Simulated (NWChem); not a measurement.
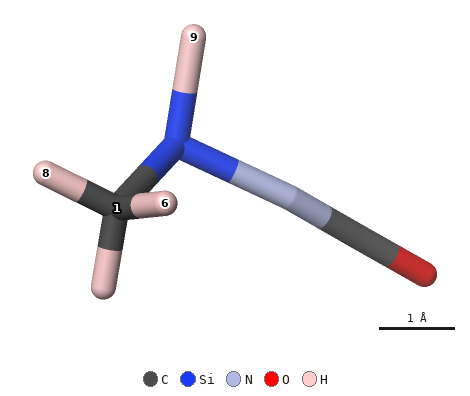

*The input geometry (stick view, seen at a tilt; atoms are numbered from 1 in the order of the input).*

Bond lengths as drawn: C–H 1.09 Å, C–N 1.19 Å, C–O 1.17 Å, C–Si 1.87 Å, H–Si 1.49 Å and N–Si 1.71 Å.

## Energy and gradient calculation, with input and output: C2H4NOSi (part 1 of 2)

The run: energy and gradient calculation of C2H4NOSi, multiplicity 2, SMILES C[SiH]N=C=O. Method and program: PBE0/def2-SVP, UKS (NWChem 7.3.0).

The geometry comes from this level: PBE0-D4/def2-TZVP.

The program's output
```
Northwest Computational Chemistry Package (NWChem) 7.3.0
             --------------------------------------------------------

           Job information
           ---------------

    nwchem branch   = 7.3.0
    use scalapack   = T
    input           = work.nw
    prefix          = work.
    data base       = ./work.db
    status          = startup
    nproc           =        1

           Memory information
           ------------------

    heap     =     72089596 doubles =      550.0 Mbytes
    stack    =     72089601 doubles =      550.0 Mbytes
    global   =    144179200 doubles =     1100.0 Mbytes (distinct from heap & stack)
    total    =    288358397 doubles =     2200.0 Mbytes
    verify   = yes
    hardfail = no

           Directory information
           ---------------------

  0 permanent = .
  0 scratch   = .

                                NWChem Input Module
                                -------------------

                                     C2H4NOSi
                                     --------

 Scaling coordinates for geometry "geometry" by  1.889725989
 (inverse scale =  0.529177249)

                             Geometry "geometry" -> ""
                             -------------------------

 Output coordinates in angstroms (scale by  1.889725989 to convert to a.u.)

  No.       Tag          Charge          X              Y              Z
 ---- ---------------- ---------- -------------- -------------- --------------
    1 C                    6.0000    -0.23080000     0.93650000     1.23330000
    2 Si                  14.0000    -0.01910000     0.71730000    -0.60690000
    3 N                    7.0000     0.14700000    -0.95120000    -0.96660000
    4 C                    6.0000    -0.02770000    -2.02230000    -1.46570000
    5 O                    8.0000    -0.17410000    -3.08110000    -1.93090000
    6 H                    1.0000     0.62500000     0.51060000     1.76540000
    7 H                    1.0000    -1.13810000     0.44260000     1.58560000
    8 H                    1.0000    -0.29820000     1.99860000     1.47940000
    9 H                    1.0000     1.20450000     1.40270000    -1.11050000

      Atomic Mass
      -----------

      C                 12.000000
      Si                27.976930
      N                 14.003070
      O                 15.994910
      H                  1.007825

 Effective nuclear repulsion energy (a.u.)     190.7774443617

            Nuclear Dipole moment (a.u.)
            ----------------------------
        X                 Y               Z
 ---------------- ---------------- ----------------
    -3.3807197936   -44.2673982003   -53.6389273228

            XYZ format geometry
            -------------------
     9
 geometry
 C                    -0.23080000     0.93650000     1.23330000
 Si                   -0.01910000     0.71730000    -0.60690000
 N                     0.14700000    -0.95120000    -0.96660000
 C                    -0.02770000    -2.02230000    -1.46570000
 O                    -0.17410000    -3.08110000    -1.93090000
 H                     0.62500000     0.51060000     1.76540000
 H                    -1.13810000     0.44260000     1.58560000
 H                    -0.29820000     1.99860000     1.47940000
 H                     1.20450000     1.40270000    -1.11050000

 ==============================================================================
                                internuclear distances
 ------------------------------------------------------------------------------
       center one      |      center two      | atomic units |  angstroms
 ------------------------------------------------------------------------------
    2 Si               |   1 C                |     3.52483  |     1.86526
    3 N                |   2 Si               |     3.24068  |     1.71490
    4 C                |   3 N                |     2.25731  |     1.19452
    5 O                |   4 C                |     2.20289  |     1.16572
    6 H                |   1 C                |     2.06743  |     1.09404
    7 H                |   1 C                |     2.06253  |     1.09144
    8 H                |   1 C                |     2.06419  |     1.09232
    9 H                |   2 Si               |     2.81600  |     1.49016
 ------------------------------------------------------------------------------
                         number of included internuclear distances:          8
 ==============================================================================

 ==============================================================================
                                 internuclear angles
 ------------------------------------------------------------------------------
        center 1       |       center 2       |       center 3       |  degrees
 ------------------------------------------------------------------------------
    2 Si               |   1 C                |   6 H                |   110.20
    2 Si               |   1 C                |   7 H                |   111.08
    2 Si               |   1 C                |   8 H                |   110.09
    6 H                |   1 C                |   7 H                |   108.49
    6 H                |   1 C                |   8 H                |   108.49
    7 H                |   1 C                |   8 H                |   108.42
    1 C                |   2 Si               |   3 N                |   109.41
    1 C                |   2 Si               |   9 H                |   111.87
    3 N                |   2 Si               |   9 H                |   107.28
    2 Si               |   3 N                |   4 C                |   161.07
    3 N                |   4 C                |   5 O                |   178.27
 ------------------------------------------------------------------------------
                            number of included internuclear angles:         11
 ==============================================================================

 Summary of "ao basis" -> "" (spherical)
 ------------------------------------------------------------------------------
       Tag                 Description            Shells   Functions and Types
 ---------------- ------------------------------  ------  ---------------------
 *                          def2-SVP                  on all atoms

                                 NWChem DFT Module
                                 -----------------

                                     C2H4NOSi

                      Basis "ao basis" -> "ao basis" (spherical)
                      -----
  [basis functions not shown]

 Summary of "ao basis" -> "ao basis" (spherical)
 ------------------------------------------------------------------------------
       Tag                 Description            Shells   Functions and Types
 ---------------- ------------------------------  ------  ---------------------
 C                          def2-SVP                 6       14   3s2p1d
 Si                         def2-SVP                 8       18   4s3p1d
 N                          def2-SVP                 6       14   3s2p1d
 O                          def2-SVP                 6       14   3s2p1d
 H                          def2-SVP                 3        5   2s1p

 Summary of "ao basis" -> "ao basis" (spherical)
 ------------------------------------------------------------------------------
       Tag                 Description            Shells   Functions and Types
 ---------------- ------------------------------  ------  ---------------------
 C                          def2-SVP                 6       14   3s2p1d
 Si                         def2-SVP                 8       18   4s3p1d
 N                          def2-SVP                 6       14   3s2p1d
 O                          def2-SVP                 6       14   3s2p1d
 H                          def2-SVP                 3        5   2s1p

  Caching 1-el integrals
  itol2e modified to match energy
  convergence criterion.
  tol_rho modified to match energy
  convergence criterion.

            General Information
            -------------------
          SCF calculation type: DFT
          Wavefunction type:  spin polarized.
          No. of atoms     :     9
          No. of electrons :    45
           Alpha electrons :    23
            Beta electrons :    22
          Charge           :     0
          Spin multiplicity:     2
          Use of symmetry is: off; symmetry adaption is: off
          Maximum number of iterations: 100
          AO basis - number of functions:    94
                     number of shells:    44
          Convergence on energy requested:  1.00D-08
          Convergence on density requested:  1.00D-05
          Convergence on gradient requested:  5.00D-04

              XC Information
              --------------
                         PBE0 Method XC Functional
                     Hartree-Fock (Exact) Exchange  0.250
          PerdewBurkeErnzerhof Exchange Functional  0.750
            Perdew 1991 LDA Correlation Functional  1.000 local
           PerdewBurkeErnz. Correlation Functional  1.000 non-local

             Grid Information
             ----------------
          Grid used for XC integration:  fine
          Radial quadrature: Mura-Knowles
          Angular quadrature: Lebedev.
          Tag              B.-S. Rad. Rad. Pts. Rad. Cut. Ang. Pts.
          ---              ---------- --------- --------- ---------
          C                   0.70       70          12.0       590
          Si                  1.10      123           9.0       770
          N                   0.65       70          11.0       590
          O                   0.60       70          14.0       590
          H                   0.35       60          12.0       590
          Grid pruning is: on
          Number of quadrature shells:   643
          Spatial weights used:  Erf1

          Convergence Information
          -----------------------
          Convergence aids based upon iterative change in
          total energy or number of iterations.
          Levelshifting, if invoked, occurs when the
          HOMO/LUMO gap drops below (HL_TOL):  1.00D-02
          DIIS, if invoked, will attempt to extrapolate
          using up to (NFOCK): 10 stored Fock matrices.

                    Damping( 0%)  Levelshifting(0.5)       DIIS
                  --------------- ------------------- ---------------
          dE  on:    start            ASAP                start
          dE off:    2 iters        100 iters           100 iters

      Screening Tolerance Information
      -------------------------------
          Density screening/tol_rho:  1.00D-11
          AO Gaussian exp screening on grid/accAOfunc:  18
          CD Gaussian exp screening on grid/accCDfunc:  20
          XC Gaussian exp screening on grid/accXCfunc:  20
          Schwarz screening/accCoul:  1.00D-09

      Superposition of Atomic Density Guess
      -------------------------------------

 Sum of atomic energies:        -494.92061689

      Non-variational initial energy
      ------------------------------

 Total energy =    -497.339948
 1-e energy   =   -1058.574023
 2-e energy   =     370.456631
 HOMO         =      -0.122101
 LUMO         =       0.081331

   Time after variat. SCF:      0.3

     ---------------------------------------------
      Total Density - Mulliken Population Analysis
     ---------------------------------------------

    Atom       Charge   Shell Charges
 -----------   ------   -------------------------------------------------------
    1 C    6     6.58   1.99  0.96  0.27  2.12  1.22  0.01
    2 Si  14    13.38   2.00  1.99  1.02  0.35  5.93  0.97  0.93  0.19
    3 N    7     7.58   1.99  1.05  0.44  2.54  1.55  0.02
    4 C    6     5.22   1.99  0.89  0.16  1.53  0.54  0.11
    5 O    8     8.56   1.99  1.13  0.64  2.99  1.79  0.02
    6 H    1     0.86   0.65  0.18  0.03
    7 H    1     0.86   0.66  0.18  0.03
    8 H    1     0.86   0.65  0.18  0.03
    9 H    1     1.08   0.69  0.38  0.01

     --------------------------------------------
      Spin Density - Mulliken Population Analysis
     --------------------------------------------
```
